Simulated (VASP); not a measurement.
**Nickel: cell size against the level of theory**

Aim: relax Nickel at several levels and hold each cell against experiment. The levels: LDA, PBEsol, PBE, r2SCAN, PBE + D3(BJ), r2SCAN + rVV10, optB88-vdW and SCAN. The start is a cell from a database of measured crystal structures.

Program: VASP 6.6.1. Level of theory: LDA, spin-polarised from a ferromagnetic start (one magnetic atom a cell); plane waves and PAW (Ni), in the first sound run; inputs show where later runs differ. Results are calculated unless marked as measured.

Experimental background.

For Ni, face-centered cubic (literature value used as simulation input, 300 K), “Multiple origins of extra electron diffractions in fcc metals” (2023, arxiv:2311.10326) quotes earlier work: lattice constant a (cubic lattice parameter, quoted experimental value) 3.524 Å [literature value at ambient conditions, used as fixed simulation input].

### Step 1. Starting point

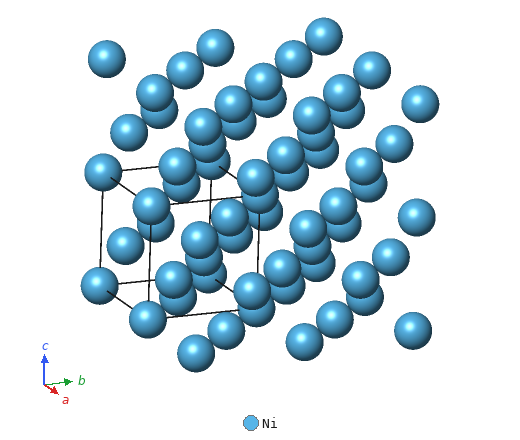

The cell as given, slightly off an axis (nickel blue). 2×2×2 cells are drawn. This picture shows the conventional cell, with its axes. Some periodic images of atoms are drawn too.

### Step 2. Magnetic order: ferromagnetic

The properties of a magnet depend on its order, so a few collinear patterns are compared first on the cell as listed, beginning with all moments parallel. LDA, the lowest rung, knows the local density alone.

The input, INCAR:

```
SYSTEM = Ni
PREC = Accurate
ENCUT = 400
EDIFF = 1E-06
NELM = 100
ISMEAR = -1
SIGMA = 0.05
LREAL = .FALSE.
ALGO = Normal
GGA = CA
NBANDS = 12
ISPIN = 2
MAGMOM = 1
LASPH = .TRUE.
LMAXMIX = 4
LORBIT = 11
LWAVE = .FALSE.
LCHARG = .FALSE.
KPAR = 4
ISIF = 2
```

The input, POSCAR:

```
Ni
1.0
    0.0000000000      1.7619350000      1.7619350000
    1.7619350000      0.0000000000      1.7619350000
    1.7619350000      1.7619350000      0.0000000000
Ni
1
Direct
    0.0000000000      0.0000000000      0.0000000000
```

The input, KPOINTS:

```
Automatic mesh
0
Gamma
11 11 11
0 0 0
```

Potentials, in the order of the species: Ni (PBE family, release 64).

Command:

```console
> mpirun -np 4 vasp_std
```

What it wrote:

```text
[banner, memory and clock lines left out]
running    4 mpi-ranks, on    1 nodes
 distrk:  each k-point on    1 cores,    4 groups
 distr:  one band on    1 cores,    1 groups

 POSCAR found type information on POSCAR Ni
 POSCAR found :  1 types and       1 ions
|                                                                             |
|               ----> ADVICE to this user running VASP <----                  |
|                                                                             |
|     You enforced a specific xc type in the INCAR file but a different       |
|     [... a line on the potential file left out ...]
|     I HOPE YOU KNOW WHAT YOU ARE DOING!                                     |
|                                                                             |

 LDA part: xc-table for (Slater(with rela. corr.)+CA(PZ))
 , standard interpolation
 POSCAR, INCAR and KPOINTS ok, starting setup
 FFT: planning ... GRIDC
 FFT: planning ... GRID_SOFT
 FFT: planning ... GRID
 WAVECAR not read
 entering main loop
       N       E                     dE             d eps       ncg     rms          rms(c)
DAV:   1     0.232281678113E+02    0.23228E+02   -0.38597E+03  2908   0.876E+02
DAV:   2    -0.701374577385E+01   -0.30242E+02   -0.28460E+02  2864   0.150E+02
DAV:   3    -0.784899647800E+01   -0.83525E+00   -0.82697E+00  3140   0.279E+01
DAV:   4    -0.785525382232E+01   -0.62573E-02   -0.62565E-02  3076   0.210E+00
DAV:   5    -0.785537439833E+01   -0.12058E-03   -0.12057E-03  3188   0.282E-01    0.108E+01
DAV:   6    -0.703815066901E+01    0.81722E+00   -0.19047E+01  3404   0.577E+01    0.654E+00
DAV:   7    -0.657333962132E+01    0.46481E+00   -0.34681E+00  3332   0.225E+01    0.165E+00
DAV:   8    -0.655653533532E+01    0.16804E-01   -0.19303E-02  3656   0.115E+00    0.849E-01
DAV:   9    -0.655337172267E+01    0.31636E-02   -0.16437E-03  4004   0.278E-01    0.272E-01
DAV:  10    -0.655222795012E+01    0.11438E-02   -0.11824E-03  4064   0.213E-01    0.426E-02
DAV:  11    -0.655222233370E+01    0.56164E-05   -0.14327E-05  3292   0.324E-02    0.256E-02
DAV:  12    -0.655222358960E+01   -0.12559E-05   -0.23758E-06  1976   0.104E-02    0.317E-03
DAV:  13    -0.655222356980E+01    0.19804E-07   -0.29490E-07  1496   0.360E-03
   1 F= -.65522236E+01 E0= -.65449253E+01  d E =-.145964E-01  mag=     0.5696
```

Wall time 6 s (4 MPI ranks of AMD EPYC 7R43, shared host); peak memory 0.32 GiB.

The logs omit lines about the potential files and the build; timing stands in the text.

OUTCAR, selected parts (step 2):

```text
ion  position               nearest neighbor table
   1  0.000  0.000  0.000-

  LATTYP: Found a face centered cubic cell.
 ALAT       =     3.5238700000

 Subroutine GETGRP returns: Found 48 space group operations
 (whereof 48 operations were pure point group operations)

The static configuration has the point symmetry O_h .

 Found     56 irreducible k-points:

   k-points           NKPTS =     56   k-points in BZ     NKDIM =     56   number of bands    NBANDS=     12

   dimension x,y,z NGX =    16 NGY =   16 NGZ =   16
   dimension x,y,z NGXF=    32 NGYF=   32 NGZF=   32

   ENCUT  =  400.0 eV  29.40 Ry    5.42 a.u.   4.06  4.06  4.06*2*pi/ulx,y,z

   NELECT =      10.0000    total number of electrons

 k-points in reciprocal lattice and weights: Automatic mesh
   0.00000000  0.00000000  0.00000000       0.001
   0.09090909  0.00000000  0.00000000       0.006
   0.18181818  0.00000000  0.00000000       0.006
   0.27272727  0.00000000  0.00000000       0.006
   0.36363636  0.00000000  0.00000000       0.006
   0.45454545  0.00000000  0.00000000       0.006
   0.09090909  0.09090909  0.00000000       0.005
   0.18181818  0.09090909  0.00000000       0.018
   0.27272727  0.09090909  0.00000000       0.018
[...]
-0.36363636  0.45454545  0.18181818       0.018
  -0.27272727  0.45454545  0.18181818       0.018

 average (electrostatic) potential at core
       1 -81.7918

 E-fermi :   8.8248

 spin component 1
 k-point     1 :       0.0000    0.0000    0.0000
  band No.  band energies     occupation
    ...
      2       6.5169      1.00000
      3       6.5169      1.00000
      4       6.5169      1.00000
      5       7.6576      1.00000
      6       7.6576      1.00000
      7      32.6084      0.00000
      8      36.2966      0.00000
      9      36.2966      0.00000
     10      36.2966      0.00000
     11      39.2266      0.00000
    ...

 k-point     2 :       0.0909    0.0000    0.0000
  band No.  band energies     occupation
    ...
      2       6.4362      1.00000
      3       6.5862      1.00000
      4       6.5862      1.00000
      5       7.6303      1.00000
      6       7.6303      1.00000
      7      31.1612      0.00000
      8      33.9309      0.00000
      9      35.6306      0.00000
     10      35.6306      0.00000
     11      40.2448      0.00000
    ...

 k-point     3 :       0.1818    0.0000    0.0000
  band No.  band energies     occupation
    ...
      2       6.2593      1.00000
      3       6.7152      1.00000
      4       6.7152      1.00000
      5       7.6226      1.00000
      6       7.6226      1.00000
      7      26.6888      0.00000
      8      33.2432      0.00000
      9      34.6735      0.00000
     10      34.6735      0.00000
     11      40.4861      0.00000
    ...

 k-point     4 :       0.2727    0.0000    0.0000
  band No.  band energies     occupation
    ...
      2       6.2122      1.00000
      3       6.7206      1.00000
      4       6.7206      1.00000
      5       7.7992      1.00000
      6       7.7992      1.00000
      7      22.1200      0.00000
      8      32.4971      0.00000
      9      33.9601      0.00000
     10      33.9601      0.00000
     11      39.2205      0.00000
    ...

 k-point     5 :       0.3636    0.0000    0.0000
  band No.  band energies     occupation
    ...
      2       6.6122      1.00000
      3       6.6122      1.00000
      4       6.8313      1.00000
      5       8.1000      1.00000
      6       8.1000      1.00000
      7      18.0389      0.00000
      8      31.6855      0.00000
      9      33.5254      0.00000
     10      33.5254      0.00000
     11      37.4314      0.00000
    ...

 k-point     6 :       0.4545    0.0000    0.0000
  band No.  band energies     occupation
    ...
      2       6.5251      1.00000
      3       6.5251      1.00000
      4       8.2445      0.99999
      5       8.3136      0.99996
      6       8.3136      0.99996
      7      15.0322      0.00000
      8      31.1881      0.00000
      9      33.3310      0.00000
     10      33.3310      0.00000
     11      36.4385      0.00000
    ...

  Total       -1.2367955     -1.2367955     -1.2367955      0.0000000      0.0000000      0.0000000
  in kB     -181.1377002   -181.1377002   -181.1377002      0.0000000      0.0000000      0.0000000
  external PRESSURE =    -181.1377002 kB  Pullay stress =       0.0000000 kB

  energy-cutoff  :      400.00
  volume of cell :       10.94
      direct lattice vectors                 reciprocal lattice vectors
     0.000000000  1.761935000  1.761935000    -0.283778914  0.283778914  0.283778914
     1.761935000  0.000000000  1.761935000     0.283778914 -0.283778914  0.283778914
     1.761935000  1.761935000  0.000000000     0.283778914  0.283778914 -0.283778914

 POSITION                                       TOTAL-FORCE (eV/Angst)
 -----------------------------------------------------------------------------------
      0.00000      0.00000      0.00000         0.000000     -0.000000     -0.000000
 -----------------------------------------------------------------------------------
    total drift:                                0.000000     -0.000000      0.000000

  FREE ENERGIE OF THE ION-ELECTRON SYSTEM (eV)
  ---------------------------------------------------
  free  energy   TOTEN  =        -6.5522235698 eV

  energy  without entropy=       -6.5376271295  energy(sigma->0) =       -6.54492535

 total charge
# of ion       s       p       d       tot
------------------------------------------
    1        0.499   0.495   8.327   9.321

 magnetization (x)
# of ion       s       p       d       tot
------------------------------------------
    1       -0.006  -0.020   0.602   0.576

[... 6 further parts left out ...]
```

The k-mesh is coarse for a metal. The PAW data sets were made with PBE, though LDA sets exist; this is a small mismatch. At this level the cell is under a tension of 18.1 GPa, so at these settings it is away from equilibrium.

This step gave:

```
SCF cycles                                        : 13
electrons                                         : 10
bands                                             : 12
irreducible k-points                              : 56
symmetry operations                               : 48
free energy (TOTEN)                               : -6.552 eV
energy at zero smearing                           : -6.545 eV
Fermi energy                                      : 8.825 eV
pressure                                          : -18.11 GPa
moment of the cell, from the last line of the log : 0.5696 μB
metallic                                          : yes
```

Spin moment in the PAW sphere by atom:

```tsv
atom	spin moment in the PAW sphere (μB)
Ni1	0.576
```

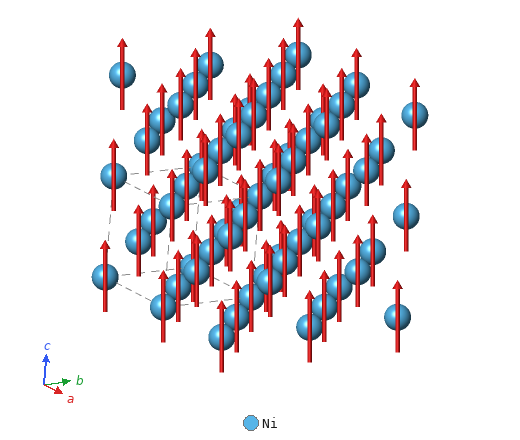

Spin moment in the PAW sphere as arrows, the longest 0.576 μB. Up and down stand for the sign. Arrows give size and sign along the axis of quantisation, drawn up and down the page. 2×2×2 conventional cells are drawn. Some periodic images of atoms are drawn too.

The run ends ferromagnetic with a largest moment of 0.58 μB, and the mesh shows no gap.

### Step 3. Magnetic order: antiferromagnetic, q = (0, 0, 1/2)

This step: LDA, spin-polarised from an antiferromagnetic start; plane waves and PAW (Ni) (VASP 6.6.1).

System of this step: Nickel. It takes space group Fm-3m (No. 225, cubic). Conventional cell: a = 3.524 Å, b = 3.524 Å, c = 3.524 Å, α = 90.00°, β = 90.00°, γ = 90.00°. Ni has 12 Ni at 2.49 Å nearest.

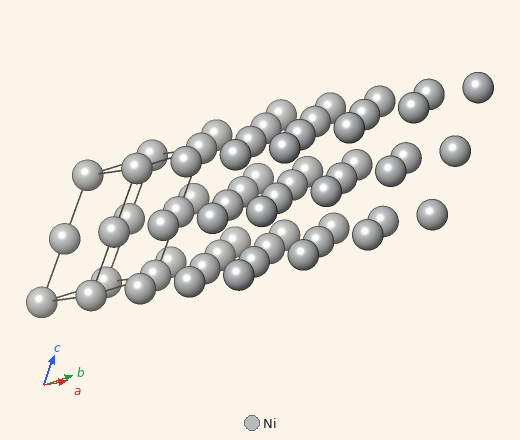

The cell of this step (nickel light grey). 4×3×1 cells are drawn. Some periodic images of atoms are drawn too.

Next, a pattern with opposite moments, which needs a doubled cell; q is given in the reciprocal vectors of the primitive cell.

INCAR: that of step 2 with these lines changed.

```diff
@@ -10,5 +10,5 @@
 GGA = CA
-NBANDS = 12
+NBANDS = 17
 ISPIN = 2
-MAGMOM = 1
+MAGMOM = 1 -1
 LASPH = .TRUE.
```

The input, POSCAR:

```
Ni
1.0
    0.0000000000      1.7619350000      1.7619350000
    1.7619350000      0.0000000000      1.7619350000
    3.5238700000      3.5238700000      0.0000000000
Ni
2
Direct
    0.0000000000      0.0000000000      0.0000000000
    0.0000000000      0.0000000000      0.5000000000
```

KPOINTS is that of step 2.

Command:

```console
> mpirun -np 4 vasp_std
```

What it wrote:

```text
[banner, memory and clock lines left out]
running    4 mpi-ranks, on    1 nodes
 distrk:  each k-point on    1 cores,    4 groups
 distr:  one band on    1 cores,    1 groups

 POSCAR found type information on POSCAR Ni
 POSCAR found :  1 types and       2 ions
 [... a notice as in an earlier step ...]

 LDA part: xc-table for (Slater(with rela. corr.)+CA(PZ))
 , standard interpolation
 POSCAR, INCAR and KPOINTS ok, starting setup
 FFT: planning ... GRIDC
 FFT: planning ... GRID_SOFT
 FFT: planning ... GRID
 WAVECAR not read
 entering main loop
       N       E                     dE             d eps       ncg     rms          rms(c)
DAV:   1     0.731190058264E+02    0.73119E+02   -0.78528E+03 10728   0.137E+03
DAV:   2    -0.130626064031E+02   -0.86182E+02   -0.80841E+02 10027   0.230E+02
DAV:   3    -0.155690139946E+02   -0.25064E+01   -0.24567E+01 11327   0.520E+01
DAV:   4    -0.156013346024E+02   -0.32321E-01   -0.32306E-01 12559   0.493E+00
DAV:   5    -0.156020364145E+02   -0.70181E-03   -0.70178E-03 11488   0.643E-01    0.155E+01
DAV:   6    -0.139586075322E+02    0.16434E+01   -0.14575E+01 10255   0.817E+01    0.929E+00
DAV:   7    -0.130542765719E+02    0.90433E+00   -0.32805E+00 10384   0.345E+01    0.237E+00
DAV:   8    -0.130274869390E+02    0.26790E-01   -0.49801E-02 14943   0.369E+00    0.987E-01
DAV:   9    -0.130231488225E+02    0.43381E-02   -0.62780E-03 15276   0.134E+00    0.410E-01
DAV:  10    -0.130219694231E+02    0.11794E-02   -0.47818E-03 16842   0.135E+00    0.128E-01
DAV:  11    -0.130220429133E+02   -0.73490E-04   -0.30343E-04 14646   0.200E-01    0.109E-01
DAV:  12    -0.130222055855E+02   -0.16267E-03   -0.11632E-03 13809   0.605E-01    0.749E-02
DAV:  13    -0.130222721071E+02   -0.66522E-04   -0.48293E-04 15325   0.380E-01    0.427E-02
DAV:  14    -0.130222830597E+02   -0.10953E-04   -0.33845E-04 17222   0.293E-01    0.250E-02
DAV:  15    -0.130223019954E+02   -0.18936E-04   -0.42482E-04 14511   0.341E-01    0.159E-02
DAV:  16    -0.130223116709E+02   -0.96755E-05   -0.28399E-04 16936   0.261E-01    0.913E-03
DAV:  17    -0.130223155448E+02   -0.38739E-05   -0.14950E-04 16361   0.188E-01    0.403E-03
DAV:  18    -0.130223172058E+02   -0.16609E-05   -0.11986E-04 14904   0.168E-01    0.292E-03
DAV:  19    -0.130223176137E+02   -0.40793E-06   -0.28955E-05  8101   0.797E-02    0.143E-03
DAV:  20    -0.130223178141E+02   -0.20045E-06   -0.31558E-06  7048   0.191E-02
   1 F= -.13022318E+02 E0= -.12990331E+02  d E =-.639741E-01  mag=     0.0000
```

The job ended after 56 s (4 MPI ranks; peak memory 0.49 GiB).

OUTCAR, selected parts (step 3):

```text
  LATTYP: Found a trigonal (rhomboedric) cell.
 ALAT       =     4.3158417100
 COS(alpha) =     0.8333333333

 Subroutine GETGRP returns: Found 12 space group operations
 (whereof 12 operations were pure point group operations)

The static configuration has the point symmetry D_3d.

 Found    146 irreducible k-points:

   k-points           NKPTS =    146   k-points in BZ     NKDIM =    146   number of bands    NBANDS=     17

   dimension x,y,z NGX =    16 NGY =   16 NGZ =   36
   dimension x,y,z NGXF=    32 NGYF=   32 NGZF=   72

   ENCUT  =  400.0 eV  29.40 Ry    5.42 a.u.   4.06  4.06  8.13*2*pi/ulx,y,z

   NELECT =      20.0000    total number of electrons

 E-fermi :   8.6626

 spin component 1
 k-point     1 :       0.0000    0.0000    0.0000
  band No.  band energies     occupation
    ...
      8       7.9355      1.00000
      9       7.9355      1.00000
     10       8.5885      0.81470
     11       8.6573      0.52647
     12       8.6573      0.52645
     13      14.6907      0.00000
     14      31.1038      0.00000
     15      32.5931      0.00000
     16      33.3586      0.00000
     17      33.3586      0.00000

 k-point     2 :       0.0909    0.0000    0.0000
  band No.  band energies     occupation
    ...
      6       6.8820      1.00000
      7       6.9236      1.00000
      8       7.4710      1.00000
      9       7.9075      1.00000
     10       7.9077      1.00000
     11       8.6654      0.48606
     12       9.8639      0.00000
     13      14.9900      0.00000
     14      29.4755      0.00000
     15      31.1902      0.00000
    ...

 k-point     3 :       0.1818    0.0000    0.0000
  band No.  band energies     occupation
    ...
      6       7.0081      1.00000
      7       7.0102      1.00000
      8       7.2779      1.00000
      9       7.9021      1.00000
     10       7.9040      1.00000
     11       8.6869      0.38056
     12      10.8565      0.00000
     13      16.0285      0.00000
     14      25.9975      0.00000
     15      26.7532      0.00000
    ...

 k-point     4 :       0.2727    0.0000    0.0000
  band No.  band energies     occupation
    ...
      6       7.0033      1.00000
      7       7.0049      1.00000
      8       7.7941      1.00000
      9       8.0919      0.99999
     10       8.0969      0.99999
     11       8.7174      0.25044
     12      11.3751      0.00000
     13      17.9312      0.00000
     14      22.2061      0.00000
     15      22.6656      0.00000
    ...

  Total       -2.5487498     -2.5487498     -2.5487498     -0.0094658      0.0094658      0.0094658
  in kB     -186.6414717   -186.6414717   -186.6414717     -0.6931688      0.6931688      0.6931688
  external PRESSURE =    -186.6414717 kB  Pullay stress =       0.0000000 kB

  energy-cutoff  :      400.00
  volume of cell :       21.88
      direct lattice vectors                 reciprocal lattice vectors
     0.000000000  1.761935000  1.761935000    -0.283778914  0.283778914  0.283778914
     1.761935000  0.000000000  1.761935000     0.283778914 -0.283778914  0.283778914
     3.523870000  3.523870000  0.000000000     0.141889457  0.141889457 -0.141889457

 POSITION                                       TOTAL-FORCE (eV/Angst)
 -----------------------------------------------------------------------------------
      0.00000      0.00000      0.00000         0.000000      0.000000     -0.000000
      1.76194      1.76194      0.00000        -0.000000      0.000000      0.000000
 -----------------------------------------------------------------------------------
    total drift:                                0.000000      0.000000     -0.000000

  FREE ENERGIE OF THE ION-ELECTRON SYSTEM (eV)
  ---------------------------------------------------
  free  energy   TOTEN  =       -13.0223178141 eV

  energy  without entropy=      -12.9583436866  energy(sigma->0) =      -12.99033075

 total charge
# of ion       s       p       d       tot
------------------------------------------
    1        0.498   0.492   8.331   9.321
    2        0.498   0.492   8.331   9.321
--------------------------------------------------
tot          0.996   0.984  16.663  18.643

 magnetization (x)
# of ion       s       p       d       tot
------------------------------------------
    1       -0.000   0.000   0.060   0.060
    2        0.000  -0.000  -0.060  -0.060
--------------------------------------------------
tot          0.000   0.000   0.000   0.000

[... 6 further parts left out ...]
```

At this level the cell is under a tension of 18.7 GPa, so at these settings it is away from equilibrium.

Numbers from this step:

- SCF cycles: 20
- electrons: 20
- bands: 17
- irreducible k-points: 146
- symmetry operations: 12
- free energy (TOTEN): -13.02 eV
- energy at zero smearing: -12.99 eV
- Fermi energy: 8.663 eV
- pressure: -18.66 GPa

Spin moment in the PAW sphere by atom:

```tsv
atom	spin moment in the PAW sphere (μB)
Ni1	0.0600
Ni2	-0.0600
```

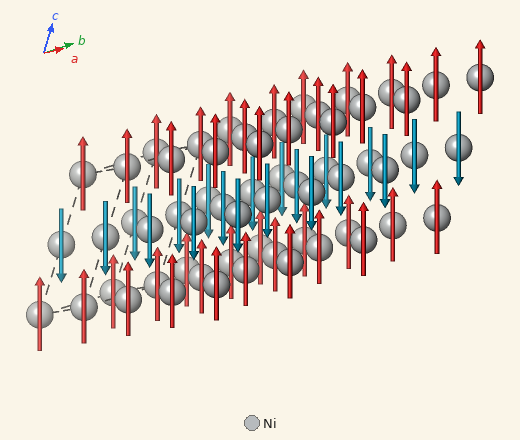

Spin moment in the PAW sphere as arrows, the longest 0.06 μB. Up and down stand for the sign. Arrows give size and sign along the axis of quantisation, drawn up and down the page. The two directions have two colours. 4×3×1 cells are drawn. Some periodic images of atoms are drawn too.

The energy lies +49.8 meV an atom from the first pattern. The moments fall under 0.1 μB, and the mesh shows no gap.

[end of part 1 of 4]

[Lines on the potential files, build, host, timing and source positions are cut from VASP's logs without a mark.]

[Logs are printed without paths, hosts, clocks, repeated set-up lines and the standing remarks that a program may print on its own settings, such as how far it seeks lower states.]

[Hosts, paths, dates, database ids (printed as entryN), source tags and the programs' standing remarks are cut or masked in the printed files.]

[A measured line is paired with the nearest computed mode of its activity, which favours agreement.]
